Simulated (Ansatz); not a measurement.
# HfO2 (model cell, started as fluorite): phonons and vibrational spectra

Aim: the phonons of HfO2 (model cell, started as fluorite) at a cell relaxed beforehand at this level. After the zone centre comes a 4×4×4 q mesh on a 8×8×8 k mesh.

Method: DFT LDA, scalar-relativistic, plane waves, PAW; PAW set soft_1, in Ansatz 0.2.0.

## (1) Set-up

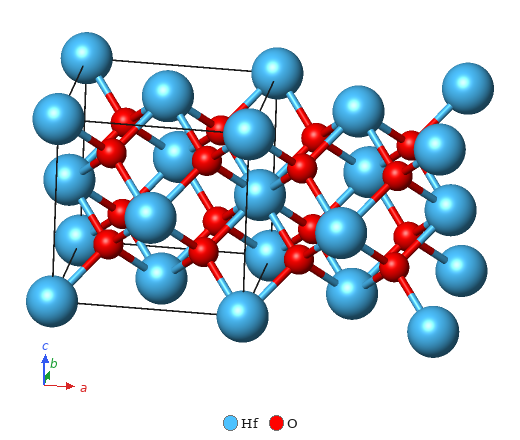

Start, viewed slightly off an axis; hafnium blue, oxygen red. 2×1×1 cells are drawn. This picture shows the conventional cell, with its axes. Some periodic images of atoms are drawn too.

## (2) Modes at Γ

The cell comes from relaxations at this level that are not shown. The zone centre comes first: it holds the modes that light can see, as far as symmetry allows. The response to a homogeneous field gives the Born charges and the dielectric tensor.

input.yaml reads:

```yaml
crystal:
  lattice:
    - [0.0, 2.5008814195, 2.5008814195]
    - [2.5008814195, 0.0, 2.5008814195]
    - [2.5008814195, 2.5008814195, 0.0]
  atoms:
    - { symbol: Hf, position: [0.0, 0.0, 0.0] }
    - { symbol: O, position: [0.25, 0.25, 0.25] }
    - { symbol: O, position: [0.75, 0.75, 0.75] }
kpoints:
  mp_grid: { grid: [8, 8, 8] }
hamiltonian:
  xc: lda
  pseudopotentials: { kind: paw, azcp: { folder: soft_1 }, xc_functional: pbe }
scf:
  occupations: { method: fixed }
output:
  eigenvalues: true
phonons:
  method: dfpt
  dielectric: true
  rigid_motions: translations
```

Command:

```
$ ansatz run input.yaml --threads 8 --pin off --max-ram 16384MiB --backend cpu --events-out ev --progress --plain --runs-dir out
```

Numbers of over 12 decimals in the logs are rounded to 6 here.

The program printed:

```text
Engine: ansatz 0.2.0, x86_64-unknown-linux-gnu
Pseudopotentials: kind: paw
Pseudopotential: Hf, paw, valence charge 26, recommended cutoff 420 eV (normal), soft_1/Hf.paw.azcp
Pseudopotential: O, paw, valence charge 6, recommended cutoff 420 eV (normal), soft_1/O.paw.azcp
Functional definition: SPW92
  exchange = slater_x
  correlation = pw_c
Crystal: 3 atoms, lattice volume = 31.283 Å³
Basis set: ecut = 420 eV, 609 PW (Γ), exchange–correlation on 48×48×48 points (8 copies of the dense FFT grid, shifted against one another)
Bands: 23, of which v1, the nominal top of the filled ones, is band 19 counted from 1 (18 counted from 0)
Symmetry: 48 space group operations
k-points: 95 of 512 (irreducible under 4 space group operations, time reversal used)
Non-local potential: Hf, projectors of the file, l = 0: 3, l = 1: 2, l = 2: 2, l = 3: 3
Non-local potential: O, projectors of the file, l = 0: 2, l = 1: 2, l = 2: 1
PAW form: soft (Blöchl's): semilocal exchange-correlation on the pseudo side does not see the compensation charge
PAW frozen core: Hf, regenerated for the run's functional, and the local potential with it (the file was generated under x = pbe(κ = 0.804, μ = 0.219515), c = pbe(β = 0.066725))
PAW frozen core: O, regenerated for the run's functional, and the local potential with it (the file was generated under x = pbe(κ = 0.804, μ = 0.219515), c = pbe(β = 0.066725))
PAW one-centre angular grid: Hf, 590 points (default); XC on 64 Gauss nodes
PAW one-centre angular grid: O, 110 points (default); XC on 64 Gauss nodes
Initial density: superposition of atomic densities (chi_scale 0.1, normalization cell, long waves kept (reshape's long-wave potential 0.00 eV rms))
Initial wavefunctions: pseudopotential atomic-orbital guess
Functional: x = slater, c = lda
SCF iter   1: F=—  HF=-16594.311906 eV  |F-HF|=—  |Δ(HF+E_count)|=         —  Δρ=9.06e-2  dr2=1.96e0  ethr=3.10e-3  ⟨swp⟩=4.0  Hψ=7206  notcnv=0  defer=184
preconditioner: auto → none  [insulator: Δε(μ)=3.094 eV  Ē_g=19.419 eV  n_scr=14 (ndim 8)  ℏωp=39.8 eV  f_vac=0.000  ε∞_Penn≈5.2]
SCF iter   2: F=—  HF=-16593.723644 eV  |F-HF|=—  |Δ(HF+E_count)|=   5.88e-1  Δρ=3.64e-2  dr2=3.53e-1  ethr=3.10e-3  ⟨swp⟩=2.3  Hψ=5138  notcnv=0  defer=169
SCF iter   3: F=—  HF=-16593.640317 eV  |F-HF|=—  |Δ(HF+E_count)|=   8.33e-2  Δρ=2.58e-2  dr2=1.14e-1  ethr=9.28e-4  ⟨swp⟩=2.0  Hψ=3797  notcnv=0  defer=190
SCF iter   4: F=—  HF=-16593.617532 eV  |F-HF|=—  |Δ(HF+E_count)|=   2.28e-2  Δρ=5.52e-3  dr2=4.63e-3  ethr=3.00e-4  ⟨swp⟩=2.8  Hψ=4411  notcnv=0  defer=190
SCF iter   5: F=—  HF=-16593.619745 eV  |F-HF|=—  |Δ(HF+E_count)|=   2.21e-3  Δρ=2.61e-3  dr2=7.07e-4  ethr=1.22e-5  ⟨swp⟩=2.0  Hψ=4396  notcnv=0  defer=190
SCF iter   6: F=—  HF=-16593.620051 eV  |F-HF|=—  |Δ(HF+E_count)|=   3.06e-4  Δρ=2.34e-4  dr2=5.35e-6  ethr=1.86e-6  ⟨swp⟩=2.0  Hψ=3610  notcnv=0  defer=190
SCF iter   7: F=—  HF=-16593.620053 eV  |F-HF|=—  |Δ(HF+E_count)|=   1.68e-6  Δρ=1.36e-5  dr2=3.56e-8  ethr=1.41e-8  ⟨swp⟩=2.0  Hψ=3756  notcnv=0
SCF iter   8: F=—  HF=-16593.620056 eV  |F-HF|=—  |Δ(HF+E_count)|=   3.38e-6  Δρ=2.21e-6  dr2=7.45e-10  ethr=9.37e-11  ⟨swp⟩=2.4  Hψ=3992  notcnv=0
SCF iter   9: F=-16593.620056 eV  HF=-16593.620056 eV  |F-HF|=5.82e-11  |Δ(HF+E_count)|=  1.06e-10  Δρ=3.27e-7  dr2=3.22e-11  ethr=1.00e-12  ⟨swp⟩=8.4  Hψ=15045  notcnv=0
SCF 1 converged in 9 iterations: F = -16593.620056 eV  dr2 = 3.22e-11
  greatest PAW one-centre occupation: 0.999 electrons in one spin orbital (limit 2), on the Hf atom at site 0 (counted from 0), in its partial waves of l = 3
DFPT response loops at Γ: preconditioner auto → none (the input reference at scf.mixing.eps_inf says where Resta's filter doesn't serve); β = 0.50; Broyden in place of MSR1
SCF converged after 9 iterations
Free energy (F): -16593.620056 eV
Harris-Foulkes:  -16593.620056 eV  (|F-HF|=5.82e-11)
Internal energy: -16593.620056 eV  (E = F + TS)
E sigma→0 (E₀):  -16593.620056 eV
Fermi energy:    15.224144 eV
--- Per-component energies (eV) ---
  E_band       = 24.764285
  E_kinetic    = 743.873191
  E_local      = -6872.136525  (includes V_loc(G=0)·N_el)
  E_nonlocal   = 187.372687
  E_hartree    = 3281.541837
  E_xc         = -405.869501
  E_vxc        = -436.994821  (∫ρ·V_xc dr)
  E_paw        = -7761.212926  (= ΣΔE_a)
  E_vpaw       = -160.436110  (= ΣTr[D̂ρ^β])
  E_aug_tail   = 0.001613  (compensation charges beyond the density's cutoff)
  E_ewald      = -5769.841363
  E_core_change = 2.650931  (= ΣΔE_core)
  E_smearing   = -0.000000  (= −TS)
  E_closure    = 0.000000  (closes the sum)
  Σ components = -16593.620056   (vs F -16593.620056, Δ=0.00e0)
--- Band table (eV; the first three rows and the last of 95) ---
  k-point 0: bands = [... 15 lower, 9.4989, 14.5758, 14.5758, 14.5758, 18.9883, 18.9883, 21.1481, 26.0863]
  k-point 1: bands = [... 15 lower, 9.9829, 14.1083, 14.2599, 14.2599, 19.3141, 19.3141, 21.7493, 25.3061]
  k-point 2: bands = [... 15 lower, 11.0675, 13.1684, 13.7061, 13.7061, 19.7908, 19.7908, 22.3352, 24.7320]
  k-point 94: bands = [... 15 lower, 12.5103, 12.5103, 13.6792, 14.9991, 20.0080, 20.3680, 22.5858, 22.5858]
--- Phonons (Γ-DFPT): 2 representative perturbations + reference, on 95 of 512 k-points (Σ response iterations 9) ---
  k mesh reduced under 4 symmetry operations, with k and −k counted as one. Each operation leaves every solved perturbation unchanged. A smaller set is not considered because the run solves the response to a homogeneous field
  ASR residual: 1.316e-4 → 0.000e0 eV/Å²; symmetrization residual: 5.440e-7 eV/Å²
  ASR residual per site (eV/Å²): 1.32e-4 2.68e-5 2.68e-5
  Γ frequencies (cm⁻¹): 0.00 0.00 0.00 248.33 248.33 248.33 596.45 596.45 596.45
  ε∞ (high-frequency dielectric tensor):
        5.395189     0.000000    -0.000000
        0.000000     5.395189     0.000000
        0.000000     0.000000     5.395189
  ε⁰ (static dielectric tensor: ions relaxed, cell fixed):
       34.763792     0.000000     0.000000
        0.000000    34.763792    -0.000000
        0.000000    -0.000000    34.763792
  ε⁰ − ε∞ (ionic part):
       29.368603     0.000000     0.000000
        0.000000    29.368603    -0.000000
        0.000000    -0.000000    29.368603
  softest optical mode at Γ: 248.33 cm⁻¹; the repairs (sum rule, projections) moved no ω² at Γ by more than (0.73 cm⁻¹)²
  Born effective charges Z* (e; rows j = field, columns β = displacement):
    site 0:
         5.58952   -0.00000    0.00000
         0.00000    5.58952    0.00000
        -0.00000   -0.00000    5.58952
    site 1:
        -2.79476    0.00000   -0.00000
        -0.00000   -2.79476   -0.00000
         0.00000    0.00000   -2.79476
    site 2:
        -2.79476    0.00000   -0.00000
        -0.00000   -2.79476    0.00000
        -0.00000    0.00000   -2.79476
  Z* charge neutrality: 2.433e-5 e pre-enforcement
  k-mesh period / interband length: 28.3 Å / 1.35 Å = 20.98 at k = (0.0000, 0.0000, 0.0000), direct gap 4.412 eV — 14 or more, which is no proof of convergence
  optical modes at Γ without the LO–TO term, one row a degenerate level:
      ω (cm⁻¹)  modes    IR ((D/Å)²/amu)
        248.33      3            79.6938
        596.45      3             0.0000
  optical modes at Γ + LO–TO along q̂ = [1.0000, 0.0000, 0.0000]:
      ω (cm⁻¹)  modes    IR ((D/Å)²/amu)
        248.33      2            53.1292
        596.45      3             0.0000
        630.37      1            26.5646
  optical modes at Γ + LO–TO along q̂ = [0.0000, 1.0000, 0.0000]:
      ω (cm⁻¹)  modes    IR ((D/Å)²/amu)
        248.33      2            53.1292
        596.45      3             0.0000
        630.37      1            26.5646
  optical modes at Γ + LO–TO along q̂ = [0.0000, 0.0000, 1.0000]:
      ω (cm⁻¹)  modes    IR ((D/Å)²/amu)
        248.33      2            53.1292
        596.45      3             0.0000
        630.37      1            26.5646
```

Elapsed: 8.3 s, on 8 threads of Intel Xeon at 2.70GHz, shared host; peak memory 0.62 GiB; 42 s of CPU time.

The column dr2 measures how far the density is from self-consistency, as an energy; F and HF (Harris–Foulkes) agree once it is small.

Numbers from this step:

| Item | Value |
| --- | --- |
| gap on the k-mesh | 3.661 eV |
| volume per atom | 10.43 Å³ |
| sum-rule residual before enforcement | 1.32e-4 eV/Å² |
| miss of the charge sum rule | 2.43e-5 e |
| point group | m-3m |
| highest optical mode at the zone centre (no LO-TO term) | 596.5 cm⁻¹ |
| lowest optical zone-centre mode | 248.3 cm⁻¹ |
| mean high-frequency dielectric constant | 5.395 |
| largest Born charge (third of the trace) | 5.590 e |
| mean static dielectric constant | 34.76 |
| top of the zone-centre spectrum with the field | 630.4 cm⁻¹ |

Without the LO-TO term. Patterns of degenerate modes are one choice out of their space. The modes at Γ (shares of kinetic energy by element, %):

| mode | frequency (cm⁻¹) | symmetry | Hf % | O % |
| --- | --- | --- | --- | --- |
| 1 | 0.0 | acoustic | 85 | 15 |
| 2 | 0.0 | acoustic | 85 | 15 |
| 3 | 0.0 | acoustic | 85 | 15 |
| 4 | 248.3 | T1u | 15 | 85 |
| 5 | 248.3 | T1u | 15 | 85 |
| 6 | 248.3 | T1u | 15 | 85 |
| 7 | 596.5 | T2g | 0 | 100 |
| 8 | 596.5 | T2g | 0 | 100 |
| 9 | 596.5 | T2g | 0 | 100 |

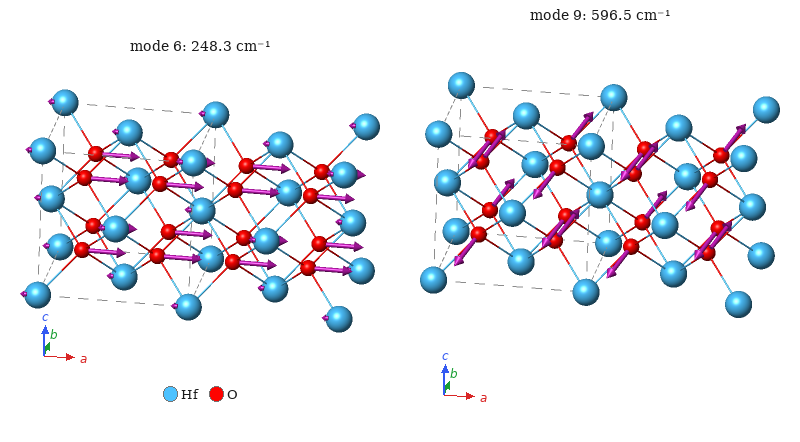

Displacement patterns of modes 6 and 9 at Γ; arrows are exaggerated. 2×1×1 conventional cells are drawn. Some periodic images of atoms are drawn too.

Optical modes at the zone centre, without and with the macroscopic field of the longitudinal modes; each column is sorted by frequency, so a row need not hold one and the same mode. Modes with and without the field, by row:

| rank among optical modes | no field (cm⁻¹) | q along (1, 0, 0) (cm⁻¹) |
| --- | --- | --- |
| 1 | 248.3 | 248.3 |
| 2 | 248.3 | 248.3 |
| 3 | 248.3 | 596.5 |
| 4 | 596.5 | 596.5 |
| 5 | 596.5 | 596.5 |
| 6 | 596.5 | 630.4 |

Born charge (rows field, columns displacement) (e), principal values of the symmetric part by kind of site:

| atom | atoms with these values | low | middle | high | mean |
| --- | --- | --- | --- | --- | --- |
| Hf1 | 1 | 5.59 | 5.59 | 5.59 | 5.59 |
| O2 | 2 | -2.79 | -2.79 | -2.79 | -2.79 |

In full for Hf1:

```
5.59 0.00 0.00
0.00 5.59 0.00
0.00 0.00 5.59
```

High-frequency dielectric tensor:

```
5.40 0.00 0.00
0.00 5.40 0.00
0.00 0.00 5.40
```

Static dielectric tensor (ions relaxed, fixed cell):

```
34.76  0.00  0.00
 0.00 34.76  0.00
 0.00  0.00 34.76
```

Transverse modes. Infrared lines, with heights relative to the strongest:

| position (cm⁻¹) | label | relative intensity |
| --- | --- | --- |
| 248 | T1u | 100 |
| 596 | T2g | 0.0 |

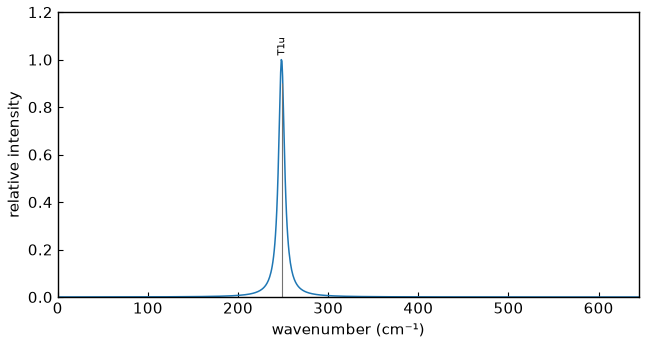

The infrared spectrum, broadened with Lorentzians of width 8 cm⁻¹; bars mark the lines.

Before it was imposed, the acoustic sum rule was missed by 1.3e-4 eV/Å² and the charge sum rule by 2.4e-5 e. Small misses are needed for a sound result but don't prove that mesh and cutoff are converged. The lowest optical mode is real, 248 cm⁻¹.

(Continued in part 2 of 2.)

[Logs are printed without paths, hosts, clocks, repeated set-up lines and the standing remarks that a program may print on its own settings, such as how far it seeks lower states.]

[Hosts, paths, dates, database ids (printed as entryN), source tags and the programs' standing remarks are cut or masked in the printed files.]
